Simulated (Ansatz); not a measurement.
# CH₄B (quartet): from Hartree-Fock to the top rungs, cc-pVDZ

Aim: climb from Hartree-Fock through coupled cluster for CH₄B (quartet) at one geometry and basis, and see what each rung misses.

The runs use Ansatz 0.2.0, Gaussian basis; cc-pVDZ, core rule «outside noble gas», up to 2 orbitals frozen.

The runs, in order: UHF; CCSD(T) on ROHF; CCSD(T) on UHF; BCCD(T) on ROHF; CISD as a restricted active space (open shells left free, so some higher excitations enter); CCSDT(Q) on ROHF; CCSDT(Q) on UHF.

19 further runs of the same task are left out: 10 that didn't finish, 9 set aside as unsound or not needed. Runs told in other sessions of the task aren't counted.

**1. The geometry**

The geometry is a PBE0/def2-TZVP stationary point (not a proven minimum) of the parent state, kept for this charge and spin.

6 atoms, charge 0, spin multiplicity 4.

Atoms are counted from 1 here; the program's logs count them from 0.

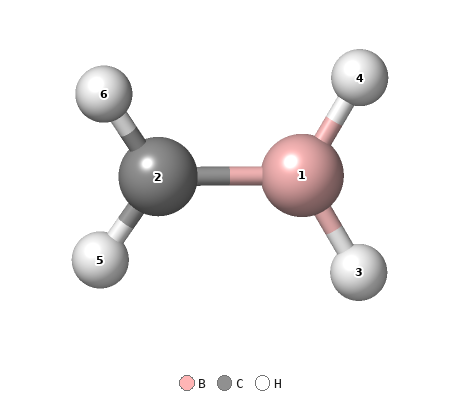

The geometry (boron pink, carbon grey, hydrogen white); atoms are numbered from 1 in the order of the file.

In the tables R marks a restricted open-shell determinant and U an unrestricted one; energies count from the table's Hartree-Fock row.

**2. UHF**

File in.yaml:

```yaml
crystal:
  periodic: [false, false, false]
  atoms:
    - {symbol: B, position_ang: [0.000000, 0.000000, 0.794931]}
    - {symbol: C, position_ang: [0.000000, 0.000000, -0.728406]}
    - {symbol: H, position_ang: [0.072011, 1.031163, 1.398445]}
    - {symbol: H, position_ang: [-0.072010, -1.031163, 1.398445]}
    - {symbol: H, position_ang: [-0.081830, 0.907428, -1.321721]}
    - {symbol: H, position_ang: [0.081830, -0.907428, -1.321721]}
basis:
  gaussian: {orbitals: cc-pVDZ}
magnetization: {spin_polarized: true, initial_magnetization: 3}
hamiltonian: {xc: hf}
output: {orbitals: {seedname: orbitals}}
```

Launch:

```console
> ansatz run in.yaml --threads 1 --pin off --events-out ev --progress --plain --max-ram 2393MiB
```

What it wrote:

```text
Functional definition: HF
  name "HF"
  cite "Fock, Z. Phys. 61, 126 (1930) doi:10.1007/BF01340294"
  parent pbe
  exchange = exact_x
  correlation = 0
436 factors; integrals over basis functions are off by at most 9.6e-4 eV
mean field evaluation 1: about -1755.9274 eV, gradient 1.3e1 eV
mean field evaluation 2: about -1755.9284 eV, gradient 1.3e1 eV
mean field evaluation 4: about -1757.3869 eV, gradient 2.0e0 eV
mean field evaluation 8: about -1757.4940 eV, gradient 2.2e-4 eV
mean field evaluation 16: about -1757.5021 eV, gradient 5.0e-4 eV
mean field evaluation 32: about -1757.4488 eV, gradient 1.9e0 eV
mean field evaluation 64: about -1756.7913 eV, gradient 4.3e0 eV
mean field evaluation 96: about -1757.4940 eV, gradient 1.5e-2 eV
mean field -1757.50206230 eV, -64.5870095117 hartree, gradient 6.7e-6 eV, S^2 3.768785; 6 other end points of the search recorded, 0 dependent functions left out
reference -1757.50206230 eV, -64.5870095117 hartree; 9, 6 occupied and 39, 42 virtual orbitals, 436 factors
Total energy: -1757.50206230 eV, -64.5870095117 hartree
```

It took 0.72 s on 1 thread of Intel Xeon at 2.80GHz, shared host.

From the report: ⟨S²⟩ of the determinant 3.769 (pure quartet: 3.75).

**3. CCSD(T) on ROHF**

Edit in.yaml of step 2 so:

```diff
@@ -11,4 +11,4 @@
   gaussian: {orbitals: cc-pVDZ}
-magnetization: {spin_polarized: true, initial_magnetization: 3}
-hamiltonian: {xc: hf}
-output: {orbitals: {seedname: orbitals}}
+magnetization: {spin_polarized: false, initial_magnetization: 3}
+correlation: {method: ccsd_t, electrons: outside_noble_gas}
+output: {forces: true}
```

The command is unchanged.

What it wrote (excerpt; [...] marks lines left out):

```text
Functional definition: HF
  name "HF"
  cite "Fock, Z. Phys. 61, 126 (1930) doi:10.1007/BF01340294"
  parent pbe
[...]
436 factors; integrals over basis functions are off by at most 9.6e-4 eV
[...]
mean field -1757.31566097 eV, -64.5801593892 hartree, gradient 3.3e-6 eV, S^2 3.750000; 9 other end points of the search recorded, 0 dependent functions left out
[...]
determinant -1757.31566097 eV, -64.5801593892 hartree, with singles and doubles -1763.78948474 eV, -64.8180680249 hartree
determinant -1757.23743023 eV, -64.5772844625 hartree, with singles and doubles -1763.84577497 eV, -64.8201366524 hartree
determinant -1756.85909844 eV, -64.5633810257 hartree, with singles and doubles -1763.35405949 eV, -64.8020664420 hartree
determinant -1756.83014314 eV, -64.5623169380 hartree, with singles and doubles -1763.42387983 eV, -64.8046322921 hartree
[...]
second order -5.47708397 eV of doubles, -0.15200848 eV of singles
cycle   1  -6.60820131 eV  change    4.0e-6 eV  update   2.9e-6
[...]
cycle   3  -6.60820020 eV  change   -5.3e-7 eV  update   5.7e-7
perturbative correction -0.16699909 eV, -0.0061371034 hartree
[...]
Total energy: -1764.01262952 eV, -64.8262684441 hartree
Atom 0 at     0.000000     0.000000     0.794931 Å, force     0.000000     0.000000    -1.687720 eV/Å
Atom 1 at     0.000000     0.000000    -0.728406 Å, force    -0.000000    -0.000000    -2.007150 eV/Å
Atom 2 at     0.072011     1.031163     1.398445 Å, force     0.143232     0.824387     2.221224 eV/Å
Atom 3 at    -0.072010    -1.031163     1.398445 Å, force    -0.143232    -0.824387     2.221224 eV/Å
Atom 4 at    -0.081830     0.907428    -1.321721 Å, force    -0.136357     0.432629    -0.373789 eV/Å
Atom 5 at     0.081830    -0.907428    -1.321721 Å, force     0.136357    -0.432629    -0.373789 eV/Å
Dipole moment:    -0.000000    -0.000000     0.018834 e Å
```

It took 9 s on 1 thread of Intel Xeon at 2.80GHz, shared host.

From the report: correlation -6.7752 eV; T1 0.021; largest double amplitude 0.04.

**4. CCSD(T) on UHF**

Edit in.yaml of step 3 so:

```diff
@@ -11,3 +11,3 @@
   gaussian: {orbitals: cc-pVDZ}
-magnetization: {spin_polarized: false, initial_magnetization: 3}
+magnetization: {spin_polarized: true, initial_magnetization: 3}
 correlation: {method: ccsd_t, electrons: outside_noble_gas}
```

Same command.

What it wrote (excerpt; [...] marks lines left out):

```text
Functional definition: HF
  name "HF"
  cite "Fock, Z. Phys. 61, 126 (1930) doi:10.1007/BF01340294"
  parent pbe
[...]
436 factors; integrals over basis functions are off by at most 9.6e-4 eV
[...]
mean field -1757.50206230 eV, -64.5870095117 hartree, gradient 2.0e-6 eV, S^2 3.768785; 9 other end points of the search recorded, 0 dependent functions left out
determinant -1757.50206230 eV, -64.5870095117 hartree, with singles and doubles -1763.81944257 eV, -64.8191689548 hartree
determinant -1757.49398141 eV, -64.5867125446 hartree, with singles and doubles -1763.85149932 eV, -64.8203470187 hartree
determinant -1757.06341912 eV, -64.5708896722 hartree, with singles and doubles -1763.35856531 eV, -64.8022320278 hartree
determinant -1757.50206230 eV, -64.5870095117 hartree, with singles and doubles -1763.84519835 eV, -64.8201154621 hartree
[...]
second order -5.32377315 eV of doubles, -0.00000000 eV of singles
cycle   1  -6.35757522 eV  change    1.5e-6 eV  update   3.1e-6
[...]
cycle   3  -6.35757520 eV  change   -5.3e-7 eV  update   6.1e-7
perturbative correction -0.16184747 eV, -0.0059477848 hartree
[...]
Total energy: -1764.01340408 eV, -64.8262969087 hartree
Atom 0 at     0.000000     0.000000     0.794931 Å, force    -0.000000    -0.000000    -1.688974 eV/Å
Atom 1 at     0.000000     0.000000    -0.728406 Å, force     0.000000     0.000000    -2.010875 eV/Å
Atom 2 at     0.072011     1.031163     1.398445 Å, force     0.143227     0.824259     2.222191 eV/Å
Atom 3 at    -0.072010    -1.031163     1.398445 Å, force    -0.143227    -0.824259     2.222191 eV/Å
Atom 4 at    -0.081830     0.907428    -1.321721 Å, force    -0.136268     0.431605    -0.372266 eV/Å
Atom 5 at     0.081830    -0.907428    -1.321721 Å, force     0.136268    -0.431605    -0.372266 eV/Å
Dipole moment:     0.000000     0.000000     0.019445 e Å
```

Run time: 8 s. Hardware: 1 thread of Intel Xeon at 2.80GHz, shared host.

From the report: ⟨S²⟩ of the determinant 3.776 (pure quartet: 3.75); correlation -6.5194 eV; T1 0.018; largest double amplitude 0.04.

**5. BCCD(T) on ROHF**

Edit in.yaml of step 4 so:

```diff
@@ -11,4 +11,3 @@
   gaussian: {orbitals: cc-pVDZ}
-magnetization: {spin_polarized: true, initial_magnetization: 3}
-correlation: {method: ccsd_t, electrons: outside_noble_gas}
-output: {forces: true}
+magnetization: {spin_polarized: false, initial_magnetization: 3}
+correlation: {method: bccd_t, electrons: outside_noble_gas}
```

Launched as before.

What it wrote (excerpt; [...] marks lines left out):

```text
Functional definition: HF
  name "HF"
  cite "Fock, Z. Phys. 61, 126 (1930) doi:10.1007/BF01340294"
  parent pbe
[...]
436 factors; integrals over basis functions are off by at most 9.6e-4 eV
[...]
mean field -1757.31566097 eV, -64.5801593892 hartree, gradient 3.3e-6 eV, S^2 3.750000; 9 other end points of the search recorded, 0 dependent functions left out
[...]
determinant -1757.31566097 eV, -64.5801593892 hartree, with singles and doubles -1763.78948474 eV, -64.8180680249 hartree
determinant -1757.23743023 eV, -64.5772844625 hartree, with singles and doubles -1763.84577497 eV, -64.8201366524 hartree
determinant -1756.85909844 eV, -64.5633810257 hartree, with singles and doubles -1763.35405949 eV, -64.8020664420 hartree
determinant -1756.83014314 eV, -64.5623169380 hartree, with singles and doubles -1763.42387983 eV, -64.8046322921 hartree
determinant -1757.31566097 eV, -64.5801593892 hartree, with singles and doubles -1763.83725271 eV, -64.8198234652 hartree
determinant -1757.23743023 eV, -64.5772844625 hartree, with singles and doubles -1763.84563554 eV, -64.8201315286 hartree
determinant -1756.85909844 eV, -64.5633810257 hartree, with singles and doubles -1763.35490160 eV, -64.8020973888 hartree
determinant -1756.83014314 eV, -64.5623169380 hartree, with singles and doubles -1763.35332449 eV, -64.8020394313 hartree
[...]
2 core orbitals not correlated: weight in the atoms' cores, before any rotation towards them, 1.000 or more for the frozen orbitals, at most 0.000 for the correlated occupied ones
reference -1757.23743023 eV, -64.5772844625 hartree; 7, 4 occupied and 39, 42 virtual orbitals, 436 factors
second order -5.47708397 eV of doubles, -0.15200848 eV of singles
cycle   1  -6.60856840 eV  change   -3.6e-4 eV  update   4.1e-3
[...]
cycle   7  -6.60562092 eV  change    1.4e-6 eV  update   9.1e-6
perturbative correction -0.16966583 eV, -0.0062351044 hartree
Total energy: -1764.01271698 eV, -64.8262716584 hartree
```

It took 7 s on 1 thread of Intel Xeon at 2.80GHz, shared host.

From the report: correlation -6.7753 eV; largest double amplitude 0.04.

**6. CISD as a restricted active space (open shells left free, so some higher excitations enter)**

Edit in.yaml of step 5 so:

```diff
@@ -12,2 +12,2 @@
 magnetization: {spin_polarized: false, initial_magnetization: 3}
-correlation: {method: bccd_t, electrons: outside_noble_gas}
+correlation: {active_space: {ras: {orbitals: [4, 3, 39], electrons: 11, max_holes: 2, max_particles: 2}, fixed_orbitals: true}}
```

Launched as before.

What it wrote:

```text
Functional definition: HF
  name "HF"
  cite "Fock, Z. Phys. 61, 126 (1930) doi:10.1007/BF01340294"
  parent pbe
  exchange = exact_x
  correlation = 0
436 factors; integrals over basis functions are off by at most 9.6e-4 eV
mean field evaluation 1: about -1755.9491 eV, gradient 1.6e1 eV
mean field evaluation 2: about -1755.9499 eV, gradient 1.6e1 eV
mean field evaluation 4: about -1757.2199 eV, gradient 1.8e0 eV
mean field evaluation 8: about -1757.2374 eV, gradient 3.6e-5 eV
mean field evaluation 16: about -1757.3155 eV, gradient 5.2e-2 eV
mean field evaluation 32: about -1756.8591 eV, gradient 2.2e-2 eV
mean field -1757.31566097 eV, -64.5801593892 hartree, gradient 3.3e-6 eV, S^2 3.750000; 7 other end points of the search recorded, 0 dependent functions left out
reference -1757.31566097 eV, -64.5801593892 hartree; 9, 6 occupied and 39, 42 virtual orbitals, 436 factors
state -1763.33334021 eV, -64.8013050226 hartree
Total energy: -1763.33334021 eV, -64.8013050226 hartree
```

Wall time 8 s (1 thread of Intel Xeon at 2.80GHz, shared host).

From the report: 324,667 determinants.

**7. CCSDT(Q) on ROHF**

Edit in.yaml of step 6 so:

```diff
@@ -12,2 +12,2 @@
 magnetization: {spin_polarized: false, initial_magnetization: 3}
-correlation: {active_space: {ras: {orbitals: [4, 3, 39], electrons: 11, max_holes: 2, max_particles: 2}, fixed_orbitals: true}}
+correlation: {method: ccsdt_q, electrons: outside_noble_gas}
```

Launched as before.

What it wrote (excerpt; [...] marks lines left out):

```text
Functional definition: HF
  name "HF"
  cite "Fock, Z. Phys. 61, 126 (1930) doi:10.1007/BF01340294"
  parent pbe
[...]
906 factors; integrals over basis functions are off by at most 1.7e-7 eV
[...]
mean field -1757.31568682 eV, -64.5801603393 hartree, gradient 3.2e-6 eV, S^2 3.750000; 9 other end points of the search recorded, 0 dependent functions left out
[...]
determinant -1757.31568682 eV, -64.5801603393 hartree, with singles and doubles -1763.78949181 eV, -64.8180682845 hartree
determinant -1757.23745571 eV, -64.5772853990 hartree, with singles and doubles -1763.84578248 eV, -64.8201369285 hartree
determinant -1756.85912456 eV, -64.5633819859 hartree, with singles and doubles -1763.35406685 eV, -64.8020667125 hartree
determinant -1756.83016891 eV, -64.5623178851 hartree, with singles and doubles -1763.42388652 eV, -64.8046325380 hartree
determinant -1757.31568682 eV, -64.5801603393 hartree, with singles and doubles -1763.83726002 eV, -64.8198237338 hartree
determinant -1757.23745571 eV, -64.5772853990 hartree, with singles and doubles -1763.84564289 eV, -64.8201317987 hartree
determinant -1756.85912456 eV, -64.5633819859 hartree, with singles and doubles -1763.35490854 eV, -64.8020976438 hartree
determinant -1756.83016891 eV, -64.5623178851 hartree, with singles and doubles -1763.35333162 eV, -64.8020396934 hartree
[...]
2 core orbitals not correlated: weight in the atoms' cores, before any rotation towards them, 1.000 or more for the frozen orbitals, at most 0.000 for the correlated occupied ones
reference -1757.23745571 eV, -64.5772853990 hartree; 7, 4 occupied and 39, 42 virtual orbitals, 906 factors
second order -5.47709332 eV of doubles, -0.15200844 eV of singles
cycle   1  -6.34734695 eV  change   -7.1e-1 eV  update   6.8e-2
[...]
cycle  18  -6.80272091 eV  change   -7.7e-7 eV  update   5.6e-7
perturbative correction -0.00829934 eV, -0.0003049951 hartree
Total energy: -1764.04847596 eV, -64.8275857766 hartree
```

Wall time 57 s (1 thread of Intel Xeon at 2.80GHz, shared host); peak memory 0.88 GiB.

From the report: correlation -6.8110 eV; T1 0.021; largest double amplitude 0.04.

**8. CCSDT(Q) on UHF**

Edit in.yaml of step 7 so:

```diff
@@ -11,3 +11,3 @@
   gaussian: {orbitals: cc-pVDZ}
-magnetization: {spin_polarized: false, initial_magnetization: 3}
+magnetization: {spin_polarized: true, initial_magnetization: 3}
 correlation: {method: ccsdt_q, electrons: outside_noble_gas}
```

Same command.

What it wrote (excerpt; [...] marks lines left out):

```text
Functional definition: HF
  name "HF"
  cite "Fock, Z. Phys. 61, 126 (1930) doi:10.1007/BF01340294"
  parent pbe
[...]
906 factors; integrals over basis functions are off by at most 1.7e-7 eV
[...]
mean field -1757.50208776 eV, -64.5870104474 hartree, gradient 2.1e-6 eV, S^2 3.768785; 9 other end points of the search recorded, 0 dependent functions left out
determinant -1757.50208776 eV, -64.5870104474 hartree, with singles and doubles -1763.81944964 eV, -64.8191692145 hartree
determinant -1757.49400682 eV, -64.5867134784 hartree, with singles and doubles -1763.85150635 eV, -64.8203472769 hartree
determinant -1757.06344528 eV, -64.5708906336 hartree, with singles and doubles -1763.35857183 eV, -64.8022322673 hartree
determinant -1757.50208776 eV, -64.5870104474 hartree, with singles and doubles -1763.84520564 eV, -64.8201157302 hartree
determinant -1757.49400682 eV, -64.5867134784 hartree, with singles and doubles -1763.85156556 eV, -64.8203494530 hartree
determinant -1757.06344528 eV, -64.5708906336 hartree, with singles and doubles -1763.35906846 eV, -64.8022505181 hartree
[...]
2 core orbitals not correlated: weight in the atoms' cores, before any rotation towards them, 1.000 or more for the frozen orbitals, at most 0.000 for the correlated occupied ones
reference -1757.49400682 eV, -64.5867134784 hartree; 7, 4 occupied and 39, 42 virtual orbitals, 906 factors
second order -5.32378187 eV of doubles, -0.00000000 eV of singles
cycle   1  -6.05186702 eV  change   -7.3e-1 eV  update   7.1e-2
[...]
cycle  18  -6.54743974 eV  change   -7.9e-7 eV  update   7.0e-7
perturbative correction -0.00843568 eV, -0.0003100057 hartree
Total energy: -1764.04988225 eV, -64.8276374566 hartree
```

Run time: 47 s. Hardware: 1 thread of Intel Xeon at 2.80GHz, shared host; peak memory 0.68 GiB.

From the report: ⟨S²⟩ of the determinant 3.776 (pure quartet: 3.75); correlation -6.5559 eV; T1 0.020; largest double amplitude 0.04.

**9. Misses and costs**

The yardstick is UCCSDT(Q), where the cluster series has nearly closed. Rows without a time are mean-field rows or come out of runs for another level: lower rungs of the coupled-cluster runs, or the Hartree-Fock search. The times of RCCSD(T), UCCSD(T) include forces.

Differences are taken before rounding.

```tsv
method	energy from the lowest ROHF (meV)	from UCCSDT(Q) (meV)	time
ROHF	0.0	+6734.2	
UHF	-186.4	+6547.8	0.72 s
RMP2	-5550.9	+1183.4	
UMP2	-5502.1	+1232.1	
CISD	-6017.7	+716.5	8 s
RCCSD	-6530.0	+204.3	
UCCSD	-6535.9	+198.3	
RCCSD(T)	-6697.0	+37.3	9 s
UCCSD(T)	-6697.7	+36.5	8 s
BCCD(T)	-6697.1	+37.2	7 s
RCCSDT	-6724.5	+9.7	
UCCSDT	-6725.8	+8.4	
RCCSDT(Q)	-6732.8	+1.4	57 s
UCCSDT(Q)	-6734.2	0	47 s
```

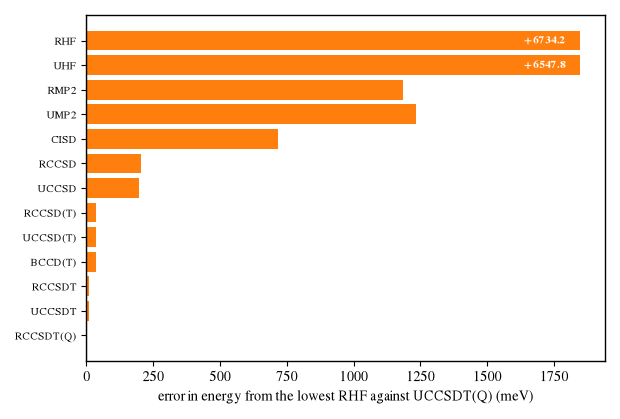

Deviations from UCCSDT(Q), method by method. Bars with a number in them are cut short.

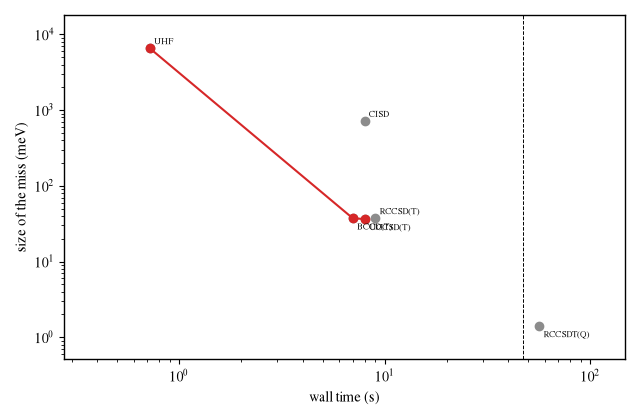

Miss against cost. Red marks the levels that no quicker level drawn beats (of those quicker than the yardstick), and the dashed line is the time of UCCSDT(Q). Times are from a shared host.

The ROHF row is the lowest such solution found; the determinant under the restricted MP2 and coupled-cluster rows lies 0.08 eV higher.

**10. Outcome**

| quantity | value |
| --- | --- |
| UCCSDT(Q) from the ROHF energy | -6.7342 eV |
| RMP2 from UCCSDT(Q) | +1183.4 meV |
| UMP2 from UCCSDT(Q) | +1232.1 meV |
| RCCSD from UCCSDT(Q) | +204.3 meV |
| RCCSD(T) from UCCSDT(Q) | +37.3 meV |
| UCCSD(T) from UCCSDT(Q) | +36.5 meV |
| RCCSDT(Q) from UCCSDT(Q) | +1.4 meV |
| levels within 1 kcal/mol (43 meV) | RCCSD(T), UCCSD(T), BCCD(T), RCCSDT, UCCSDT, RCCSDT(Q) |
| T1 diagnostic | 0.021 |

RCCSD(T) lands +37.3 meV from the yardstick (0.6 % of the correlation energy). Coupled cluster took another determinant than the lowest Hartree-Fock one. These misses are within one basis, not against nature; the frozen cores of restricted and unrestricted runs differ, which can shift their rows.

With open shells the CI space here admits some higher excitations, so it is larger than plain CISD.

For cost: UCCSD(T) gets within 36.5 meV in 8 s, where UCCSDT(Q) took 47 s; the quickest level in the cost chart, UHF, takes 0.72 s and misses by 6547.8 meV.
